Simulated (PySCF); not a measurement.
# One shape, several levels: C2H3Br (vinyl bromide)

Wanted: a comparison of 6 runs (HF/STO-3G, HF/3-21G, HF/def2-SVP, TPSSh/pcseg-1, B3LYP/def2-SVPD, CCSD(T)/def2-SVPD) of C2H3Br (vinyl bromide). Input form: a Python script.

The calculation is run with PySCF 2.14.0.

## Step 1: Starting point

The species is C2H3Br (6 atoms), meant as a singlet with charge 0. As SMILES, `C=CBr`. The shape is that of a PBE0-D4/def2-TZVP optimisation.

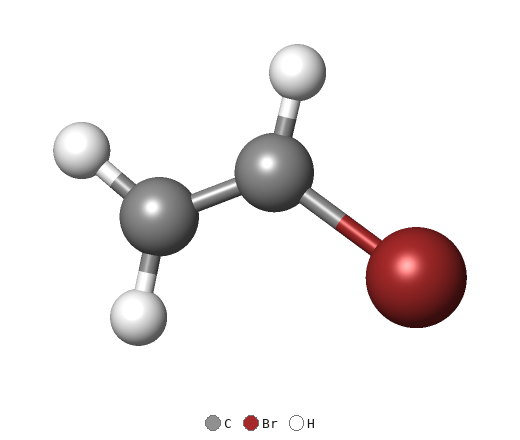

Viewed from a chosen angle; carbon grey, bromine red, hydrogen white.

## Step 2: Energy and gradient at HF/STO-3G (run 1)

Contents of calc.py:

```python
import pyscf.grad
from pyscf import gto

mol = gto.M(
    atom='''
C     -1.040219     0.392307    -0.893840
C      0.790189     0.048642     0.761843
Br     2.271167    -3.116839     1.411285
H     -1.821431    -1.139958    -2.001768
H     -1.805425     2.272679    -1.170893
H      1.605738     1.543169     1.893373
''',
    max_memory=1860,
    verbose=4,
    unit='bohr',
    basis='sto-3g',
)

hf = mol.RHF()
hf.conv_tol = 1e-10
hf.kernel()
if not hf.converged:
    hf = hf.newton().run(hf.mo_coeff, hf.mo_occ)

e_tot = hf.e_tot
print('E(%s) = %.9f' % ('HF', e_tot))
grad = hf.Gradients().kernel()
dip = hf.dip_moment()
pop, q = hf.mulliken_pop()
```

Started as:

```
$ OMP_NUM_THREADS=1 python calc.py
```

The program printed:

```text
PySCF version 2.14.0

[... 60 lines left out ...]
converged SCF energy = -2621.17032569731
[... 13 lines left out ...]
Dipole moment(X, Y, Z, Debye): -0.61921,  1.21522, -0.29742
 ** Mulliken pop  **
pop of  0 C 1s            1.99292
pop of  0 C 2s            1.15181
pop of  0 C 2px           0.98417
pop of  0 C 2py           1.00776
pop of  0 C 2pz           0.98910
pop of  1 C 1s            1.99325
pop of  1 C 2s            1.19390
pop of  1 C 2px           1.00134
pop of  1 C 2py           0.89644
pop of  1 C 2pz           1.02176
pop of  2 Br 1s           2.00000
pop of  2 Br 2s           1.99980
pop of  2 Br 3s           1.99950
pop of  2 Br 4s           1.93786
pop of  2 Br 2px          1.99995
pop of  2 Br 2py          1.99981
pop of  2 Br 2pz          1.99998
pop of  2 Br 3px          1.99730
pop of  2 Br 3py          1.98933
pop of  2 Br 3pz          1.99915
pop of  2 Br 4px          1.82699
pop of  2 Br 4py          1.31361
pop of  2 Br 4pz          1.94662
pop of  2 Br 3dxy         1.99937
pop of  2 Br 3dyz         1.99982
pop of  2 Br 3dz^2        1.99970
pop of  2 Br 3dxz         1.99996
pop of  2 Br 3dx2-y2      1.99954
pop of  3 H 1s            0.92112
pop of  4 H 1s            0.92382
pop of  5 H 1s            0.91429
 ** Mulliken atomic charges  **
charge of    0C =     -0.12576
charge of    1C =     -0.10670
charge of    2Br =     -0.00830
charge of    3H =      0.07888
charge of    4H =      0.07618
charge of    5H =      0.08571
```

It took 2.6 s on 1 thread of Intel Xeon at 2.50GHz (Skylake/Cascade Lake), shared host; peak memory 0.12 GiB.

## Step 3: Energy and forces at HF/3-21G (run 2)

Contents of calc.py:

```python
# C=CBr
from pyscf import gto

molecule = gto.M(
    atom=[
    ('C', (-0.550460, 0.207600, -0.473000)),
    ('C', (0.418150, 0.025740, 0.403150)),
    ('Br', (1.201850, -1.649360, 0.746820)),
    ('H', (-0.963860, -0.603240, -1.059290)),
    ('H', (-0.955390, 1.202650, -0.619610)),
    ('H', (0.849720, 0.816610, 1.001930)),
],
    verbose=4,
    basis='3-21g',
    max_memory=1860,
    charge=0,
)

hf = molecule.RHF()
hf.conv_tol = 1e-10
hf.kernel()
if not hf.converged:
    hf = hf.newton().run(hf.mo_coeff, hf.mo_occ)

etot = hf.e_tot
print('Final energy', etot)
grad = hf.nuc_grad_method().kernel()
dip = hf.dip_moment()
pop, q = hf.mulliken_pop()
```

Started as:

```
$ OMP_NUM_THREADS=1 python calc.py
```

The program printed:

```text
PySCF version 2.14.0

[... 62 lines left out ...]
converged SCF energy = -2637.07018984681
Final energy -2637.0701898468133
[... 12 lines left out ...]
Dipole moment(X, Y, Z, Debye): -0.78729,  1.35700, -0.42311
[... 14 lines left out ...]
pop of  1 C 2py           0.46040
pop of  1 C 2pz           0.54075
pop of  1 C 3px           0.50553
pop of  1 C 3py           0.57549
pop of  1 C 3pz           0.54031
pop of  2 Br 1s           1.99981
pop of  2 Br 2s           1.99704
pop of  2 Br 3s           2.00122
pop of  2 Br 4s           0.77835
pop of  2 Br 5s           1.15999
pop of  2 Br 2px          1.99674
pop of  2 Br 2py          1.99628
pop of  2 Br 2pz          1.99685
pop of  2 Br 3px          1.99164
pop of  2 Br 3py          1.98873
pop of  2 Br 3pz          1.99229
pop of  2 Br 4px          0.81293
pop of  2 Br 4py          0.66071
pop of  2 Br 4pz          0.84765
pop of  2 Br 5px          0.99254
pop of  2 Br 5py          0.54828
pop of  2 Br 5pz          1.09188
pop of  2 Br 3dxy         1.99735
pop of  2 Br 3dyz         1.99879
pop of  2 Br 3dz^2        1.99889
pop of  2 Br 3dxz         1.99964
pop of  2 Br 3dx2-y2      1.99789
pop of  3 H 1s            0.46817
pop of  3 H 2s            0.29066
pop of  4 H 1s            0.46779
pop of  4 H 2s            0.29706
pop of  5 H 1s            0.46624
pop of  5 H 2s            0.25134
 ** Mulliken atomic charges  **
charge of    0C =     -0.37056
charge of    1C =     -0.54266
charge of    2Br =      0.15449
charge of    3H =      0.24117
charge of    4H =      0.23514
charge of    5H =      0.28242
```

Run time: 2.2 s. Hardware: 1 thread of Intel Xeon at 2.50GHz (Skylake/Cascade Lake), shared host; peak memory 0.12 GiB.

Runs 3 to 5 aren't shown in full; the table further down has their settings and results.

## Step 4: The energy at CCSD(T)/def2-SVPD (run 6)

Contents of job.py:

```python
from pyscf import gto, cc

mol = gto.Mole()
mol.atom = '''
C     -0.550460     0.207600    -0.473000
C      0.418150     0.025740     0.403150
Br     1.201850    -1.649360     0.746820
H     -0.963860    -0.603240    -1.059290
H     -0.955390     1.202650    -0.619610
H      0.849720     0.816610     1.001930
'''
mol.max_memory = 1860
mol.verbose = 3
mol.basis = 'def2-svpd'
mol.build()

myscf = mol.RHF()
myscf.conv_tol = 1e-10
myscf.kernel()
if not myscf.converged:
    myscf = myscf.newton().run(myscf.mo_coeff, myscf.mo_occ)

mycc = cc.CCSD(myscf, frozen=11)
mycc.kernel()
e_t = mycc.ccsd_t()
e_final = mycc.e_tot + e_t
print('E = %.10f Eh' % e_final)
myscf.analyze()
```

Started as:

```
$ OMP_NUM_THREADS=1 python job.py
```

The program printed:

```text
converged SCF energy = -2649.50041212969
[... 9 lines left out ...]
MO #6   energy= -11.3040500930473  occ= 2
[... 8 lines left out ...]
MO #15  energy= -3.18522240882078  occ= 2
[... 8 lines left out ...]
MO #24  energy= -0.416870601001222 occ= 2
[... 8 lines left out ...]
MO #33  energy= 0.187994420982784  occ= 0
[... 8 lines left out ...]
MO #42  energy= 0.352188594480823  occ= 0
[... 8 lines left out ...]
MO #51  energy= 0.505192798924968  occ= 0
[... 8 lines left out ...]
MO #60  energy= 0.691229298790389  occ= 0
[... 8 lines left out ...]
MO #69  energy= 1.07335831681455   occ= 0
[... 8 lines left out ...]
MO #78  energy= 1.38829259235349   occ= 0
[... 8 lines left out ...]
MO #87  energy= 2.11475078230241   occ= 0
[... 8 lines left out ...]
MO #96  energy= 2.8096716101728    occ= 0
[... 8 lines left out ...]
MO #105 energy= 4.41576337997087   occ= 0
[... 7 lines left out ...]
Dipole moment(X, Y, Z, Debye): -0.84729,  1.44205, -0.45974
```

It took 77 s on 1 thread of Intel Xeon at 2.50GHz (Skylake/Cascade Lake), shared host; peak memory 0.74 GiB.

## Step 5: The series

```csv
run,level,integration grid,task,energy (Eh),dipole moment (D) of the reference,HOMO energy (eV),LUMO energy (eV),wall time
1,HF/STO-3G,–,gradient,-2621.170326,1.40,-7.81,8.15,2.6 s
2,HF/3-21G,–,gradient,-2637.070190,1.62,-9.72,4.37,2.2 s
3,HF/def2-SVP,–,gradient,-2649.494317,1.65,-9.89,3.90,12 s
4,TPSSh/pcseg-1,5,gradient,-2651.747575,1.45,-6.81,-0.72,57 s
5,B3LYP/def2-SVPD,5,gradient,-2651.810231,1.43,-7.25,-0.65,46 s
6,CCSD(T)/def2-SVPD,–,energy,-2650.060008,1.73,-9.98,2.40,77 s
```

## Step 6: Outcome

| quantity | value |
| --- | --- |
| run 6: total energy | -2650.06001 Eh |
| run 6: dipole moment (Hartree–Fock density) | 1.73 D |
| run 6: HOMO energy (Hartree–Fock orbitals) | -9.98 eV |
| run 6: LUMO energy (Hartree–Fock orbitals) | 2.40 eV |
| run 6: HOMO–LUMO gap (Hartree–Fock orbitals) | 12.39 eV |
| run 6: correlation energy (11 core orbitals frozen) | -559.6 mEh |
| run 6: (T) correction | -18.47 mEh |
| run 6: T1 diagnostic | 0.009 |

What this shows: Over runs 1, 2, 3, 4, 5 the dipole moment (its size) runs from 1.40 D (HF/STO-3G) to 1.65 D (HF/def2-SVP). Over runs 1, 2, 3, 4, 5 the HOMO–LUMO gap runs from 6.09 eV (TPSSh/pcseg-1) to 15.97 eV (HF/STO-3G). The two ends differ in method and basis. Totals of different functionals can't be ranked against each other. In run 1 the basis is minimal, so the values are rough. All runs together took 3.3 min, the longest 77 s.
